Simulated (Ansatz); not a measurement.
# Geometry relaxation of HfHCl3F2 (part 2 of 2)

Continued. System: HfHCl3F2. Method: RHF/def2-SVP (Ansatz 0.2.0). It belongs to a series of runs on one base structure; here: end point B relaxed.

Geometry of the input (Å):
```
Hf 0.3083  -0.4733  -0.4614
Cl -0.0174  0.0546  3.2094
Cl 2.1386  0.1927  -1.7867
F  -0.6132  1.1098  0.0307
Cl -1.1974  -1.7848  -1.7123
F  1.0269  -1.6194  0.9448
H  0.6697  -1.0463  2.9581
```

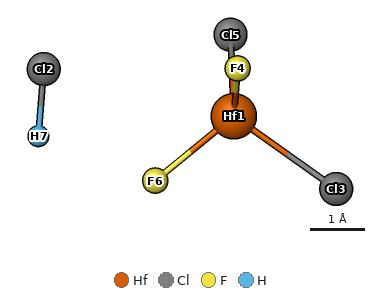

Fig. 1: The geometry at step 15 of the log (ball-and-stick view, seen at a tilt; atoms are numbered from 1 in the order of the input).

Trajectory as extended XYZ, continued
```
7
Properties=species:S:1:pos:R:3:forces:R:3 step=6 energy=-44223.58704
Hf    0.3182   -0.4748   -0.5967   -0.0307   0.0524  -0.0490
Cl   -0.0222    0.0104    3.4931   -0.0082   0.0055   0.0163
Cl    2.1535    0.1688   -1.9365    0.0210   0.0043  -0.0233
F    -0.5857    1.0951   -0.0308    0.0110  -0.0129   0.0138
Cl   -1.1956   -1.8109   -1.8221   -0.0173  -0.0183  -0.0183
F     0.9911   -1.5216    0.8491    0.0203  -0.0249   0.0672
H     0.6563   -1.0335    3.2266    0.0038  -0.0061  -0.0066
7
Properties=species:S:1:pos:R:3:forces:R:3 step=7 energy=-44223.58983
Hf    0.3301   -0.4668   -0.6166   -0.0018   0.0007  -0.0001
Cl   -0.0657   -0.0386    3.5700   -0.0060  -0.0026   0.0086
Cl    2.1511    0.1479   -1.9919   -0.0020  -0.0035  -0.0042
F    -0.5553    1.1105   -0.0461    0.0046   0.0008  -0.0018
Cl   -1.2036   -1.8227   -1.7982    0.0023  -0.0001   0.0032
F     1.0114   -1.4685    0.8600    0.0020   0.0065   0.0006
H     0.6476   -1.0285    3.2056    0.0009  -0.0020  -0.0062
7
Properties=species:S:1:pos:R:3:forces:R:3 step=8 energy=-44223.57848 accepted=F
Hf    0.3520   -0.4503   -0.6440    0.0545  -0.0744   0.0790
Cl   -0.1662   -0.1467    3.6984    0.5701  -0.6157  -0.3901
Cl    2.1416    0.1024   -2.0915   -0.0577  -0.0214   0.0492
F    -0.4949    1.1492   -0.0801    0.0022  -0.0056  -0.0302
Cl   -1.2200   -1.8401   -1.7413    0.0504   0.0463   0.0510
F     1.0569   -1.3718    0.8804   -0.0454   0.0669  -0.1339
H     0.6461   -1.0092    3.1608   -0.5741   0.6040   0.3750
7
Properties=species:S:1:pos:R:3:forces:R:3 step=9 energy=-44223.59129
Hf    0.3444   -0.4522   -0.6274    0.0406  -0.0331   0.0389
Cl   -0.1120   -0.0908    3.6132    0.0447  -0.0799  -0.0240
Cl    2.1384    0.1229   -2.0573   -0.0260  -0.0095   0.0224
F    -0.5210    1.1395   -0.0678    0.0000   0.0024  -0.0144
Cl   -1.2092   -1.8356   -1.7530    0.0157   0.0161   0.0290
F     1.0501   -1.4030    0.8745   -0.0218   0.0245  -0.0751
H     0.6248   -1.0475    3.2005   -0.0533   0.0795   0.0231
7
Properties=species:S:1:pos:R:3:forces:R:3 step=10 energy=-44223.59156
Hf    0.3625   -0.4394   -0.6363   -0.0053  -0.0867   0.0205
Cl   -0.1786   -0.1494    3.6548    0.2081  -0.2431  -0.1438
Cl    2.1380    0.1087   -2.1011   -0.0440  -0.0162   0.0235
F    -0.4890    1.1621   -0.0834    0.0151   0.0024  -0.0042
Cl   -1.2267   -1.8428   -1.6897    0.0547   0.0509   0.0259
F     1.0872   -1.3768    0.8650   -0.0186   0.0627  -0.0473
H     0.6222   -1.0291    3.1733   -0.2100   0.2300   0.1254
7
Properties=species:S:1:pos:R:3:forces:R:3 step=11 energy=-44223.59362
Hf    0.3597   -0.4404   -0.6213    0.0597  -0.0087  -0.0226
Cl   -0.2207   -0.1976    3.6387    0.1821  -0.1837  -0.1120
Cl    2.1181    0.0817   -2.1162   -0.0488  -0.0180   0.0500
F    -0.4673    1.1794   -0.0839    0.0016  -0.0159  -0.0073
Cl   -1.2282   -1.8366   -1.6835    0.0243   0.0243   0.0549
F     1.1063   -1.3445    0.8907   -0.0238   0.0267  -0.0705
H     0.6476   -1.0087    3.1582   -0.1952   0.1753   0.1074
7
Properties=species:S:1:pos:R:3:forces:R:3 step=12 energy=-44223.60585
Hf    0.4001   -0.4121   -0.6046   -0.0016  -0.0169   0.0220
Cl   -0.3593   -0.2880    3.5263   -0.0004  -0.0216  -0.0194
Cl    2.0702    0.0516   -2.2093    0.0086   0.0026  -0.0170
F    -0.3921    1.2268   -0.0748    0.0007   0.0374   0.0030
Cl   -1.2532   -1.8356   -1.5126   -0.0125  -0.0124   0.0127
F     1.2347   -1.2777    0.8794    0.0237   0.0000  -0.0033
H     0.6151   -1.0317    3.1784   -0.0187   0.0107   0.0021
7
Properties=species:S:1:pos:R:3:forces:R:3 step=13 energy=-44223.61302
Hf    0.4168   -0.3975   -0.5930    0.0785  -0.0528   0.0944
Cl   -0.4416   -0.3497    3.4642    0.1789  -0.1449  -0.0872
Cl    2.0457    0.0357   -2.2557   -0.0773  -0.0268   0.0363
F    -0.3364    1.2623   -0.0660    0.0111  -0.0224  -0.0249
Cl   -1.2729   -1.8484   -1.3997    0.0535   0.0553   0.0317
F     1.3123   -1.2298    0.8800   -0.0486   0.0618  -0.1105
H     0.5917   -1.0393    3.1529   -0.1962   0.1298   0.0601
7
Properties=species:S:1:pos:R:3:forces:R:3 step=14 energy=-44223.62011
Hf    0.4541   -0.3774   -0.5510   -0.0538  -0.1361  -0.0961
Cl   -0.5550   -0.4334    3.3295    0.6405  -0.3558  -0.1265
Cl    1.9771   -0.0045   -2.3307   -0.0857  -0.0153   0.1291
F    -0.2808    1.2968   -0.0459    0.0367   0.0218  -0.0024
Cl   -1.2767   -1.8245   -1.2882    0.1176   0.0929   0.0881
F     1.4142   -1.1878    0.8918    0.0073   0.0535  -0.0779
H     0.5825   -1.0357    3.1773   -0.6626   0.3391   0.0857
7
Properties=species:S:1:pos:R:3:forces:R:3 step=15 energy=-44223.62991
Hf    0.4417   -0.3777   -0.5265    0.1352  -0.0478   0.1400
Cl   -0.6164   -0.5026    3.1584    0.8680  -0.3836  -0.0145
Cl    1.9540   -0.0094   -2.3089   -0.0914  -0.0387   0.0045
F    -0.2210    1.3305   -0.0309   -0.0167  -0.0030  -0.0067
Cl   -1.3174   -1.8332   -1.1696    0.0621   0.0529   0.0184
F     1.4935   -1.1570    0.8698   -0.0543   0.0483  -0.1024
H     0.5811   -1.0172    3.1904   -0.9030   0.3720  -0.0391
7
Properties=species:S:1:pos:R:3:forces:R:3 step=16 energy=-44223.64283
Hf    0.4753   -0.3621   -0.4661   -0.0768  -0.1595  -0.0594
Cl   -0.6476   -0.5611    2.9741    0.7326  -0.2610   0.1915
Cl    1.8633   -0.0576   -2.3628   -0.0284   0.0251   0.1178
F    -0.1974    1.3401    0.0337    0.0226   0.1075  -0.0212
Cl   -1.2900   -1.7985   -1.1282    0.0324   0.0245   0.0748
F     1.5555   -1.1457    0.9021    0.1400   0.0037  -0.0904
H     0.5564   -0.9818    3.2299   -0.8225   0.2598  -0.2131
7
Properties=species:S:1:pos:R:3:forces:R:3 step=17 energy=-44223.67645
Hf    0.4785   -0.3776   -0.4183    0.2494  -0.0158   0.1318
Cl   -0.7098   -0.6171    2.8008    0.4925  -0.1368   0.1313
Cl    1.8120   -0.0433   -2.3495   -0.1206  -0.0404   0.0768
F    -0.1173    1.3605    0.0659   -0.0028   0.0178  -0.0176
Cl   -1.3298   -1.8120   -0.9657    0.0260  -0.0117  -0.0067
F     1.7109   -1.1179    0.8535   -0.1442   0.0642  -0.1292
H     0.4710   -0.9593    3.1961   -0.5003   0.1226  -0.1864
7
Properties=species:S:1:pos:R:3:forces:R:3 step=18 energy=-44223.68745
Hf    0.4977   -0.3584   -0.3370    0.2930  -0.1134   0.1295
Cl   -0.7282   -0.6242    2.6206    0.0766  -0.0201   0.0654
Cl    1.6929   -0.0820   -2.3665   -0.0640  -0.0103   0.1375
F    -0.0481    1.4081    0.1190   -0.0070  -0.0302  -0.0523
Cl   -1.2923   -1.8327   -0.8588    0.0194   0.0313  -0.0011
F     1.8082   -1.0812    0.8783   -0.2528   0.1325  -0.2362
H     0.3854   -0.9963    3.1271   -0.0651   0.0103  -0.0428
7
Properties=species:S:1:pos:R:3:forces:R:3 step=19 energy=-44223.69260
Hf    0.4916   -0.3618   -0.3542    0.0016   0.0682  -0.1032
Cl   -0.7027   -0.5963    2.6795    0.0598  -0.0213   0.0390
Cl    1.7232   -0.0760   -2.3534   -0.0158  -0.0163   0.0398
F    -0.0742    1.4027    0.0763   -0.0282   0.0208   0.0088
Cl   -1.2964   -1.8275   -0.8936   -0.0145  -0.0172   0.0170
F     1.7739   -1.0754    0.8704    0.0674  -0.0549   0.0561
H     0.4001   -1.0323    3.1577   -0.0704   0.0206  -0.0574
7
Properties=species:S:1:pos:R:3:forces:R:3 step=20 energy=-44223.69440
Hf    0.5019   -0.3491   -0.3579   -0.0362   0.0057   0.0678
Cl   -0.6955   -0.5383    2.6972    0.0006   0.0020  -0.0133
Cl    1.7271   -0.0823   -2.3592    0.0096   0.0119  -0.0110
F    -0.0939    1.4058    0.0788    0.0180  -0.0046  -0.0408
Cl   -1.2791   -1.8369   -0.8580    0.0094  -0.0016  -0.0040
F     1.7800   -1.0693    0.8731   -0.0175   0.0009  -0.0099
H     0.3750   -1.0965    3.1087    0.0160  -0.0143   0.0112
7
Properties=species:S:1:pos:R:3:forces:R:3 step=21 energy=-44223.69308 accepted=F
Hf    0.4817   -0.3457   -0.3302    0.0793  -0.0040  -0.0837
Cl   -0.6784   -0.5470    2.6777    0.0002   0.0119  -0.0100
Cl    1.7163   -0.0895   -2.3267    0.0050  -0.0055  -0.0111
F    -0.0872    1.4327    0.0417   -0.0419  -0.0008   0.0566
Cl   -1.2827   -1.8419   -0.8677   -0.0206   0.0013   0.0289
F     1.7838   -1.0641    0.8775   -0.0227  -0.0034   0.0345
H     0.3820   -1.1112    3.1104    0.0007   0.0005  -0.0152
7
Properties=species:S:1:pos:R:3:forces:R:3 step=22 energy=-44223.69538
Hf    0.4954   -0.3471   -0.3466   -0.0140   0.0007   0.0342
Cl   -0.6830   -0.5287    2.6882    0.0041   0.0000  -0.0047
Cl    1.7267   -0.0833   -2.3445    0.0096   0.0053  -0.0103
F    -0.0985    1.4140    0.0667    0.0056  -0.0013  -0.0159
Cl   -1.2787   -1.8406   -0.8543    0.0009  -0.0017  -0.0014
F     1.7752   -1.0699    0.8821   -0.0093   0.0029  -0.0078
H     0.3785   -1.1112    3.0911    0.0030  -0.0057   0.0059
7
Properties=species:S:1:pos:R:3:forces:R:3 step=23 energy=-44223.69557
Hf    0.4918   -0.3456   -0.3429    0.0024   0.0007   0.0010
Cl   -0.6747   -0.5235    2.6868    0.0010   0.0010  -0.0007
Cl    1.7293   -0.0837   -2.3383    0.0000   0.0003   0.0008
F    -0.1027    1.4182    0.0577   -0.0008   0.0011  -0.0007
Cl   -1.2794   -1.8416   -0.8534   -0.0020  -0.0018   0.0000
F     1.7721   -1.0692    0.8847    0.0006  -0.0001  -0.0011
H     0.3792   -1.1213    3.0879   -0.0011  -0.0013   0.0007
```

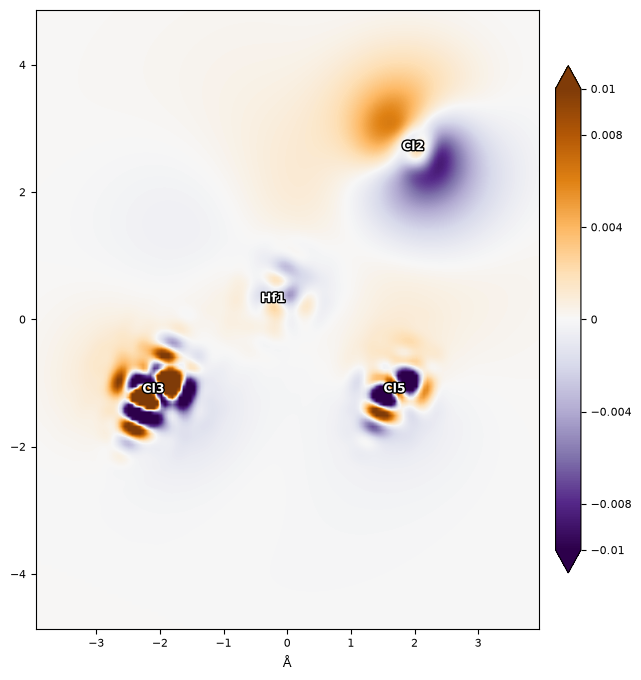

Fig. 2: The HOMO−1 on the plane of atoms Cl3, Hf1 and Cl5 (values in Å⁻³ᐟ²; the overall sign is arbitrary). Its energy is −13.11 eV.

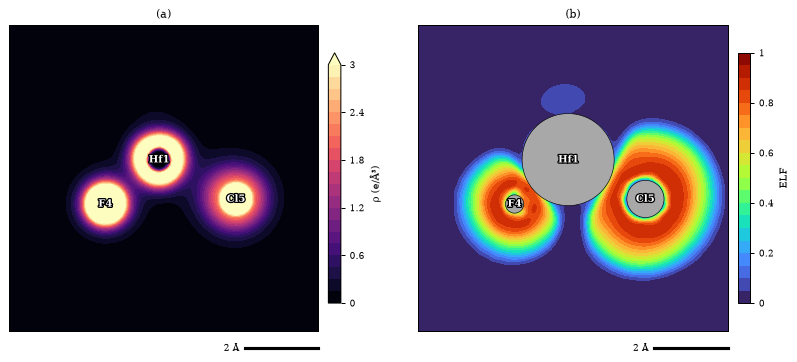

Fig. 3: (a) total electron density; (b) ELF on the plane of atoms F4, Hf1 and Cl5. Grey discs, where drawn, cover atomic cores. The section cuts through Hf, F and Cl sites. Hf–F (1.90 Å): ρ at the midpoint is about 0.86 e/Å³; the ELF peaks at about 0.85 in the valence shell of F, 0.5 Å from its nucleus, and drops to about 0.15 between the two atoms. Hf–Cl (2.37 Å): ρ is about 0.55 e/Å³ halfway; the ELF peaks at about 0.85 in the valence shell of Cl, 0.8 Å from its nucleus, and is about 0.35 at the midpoint.
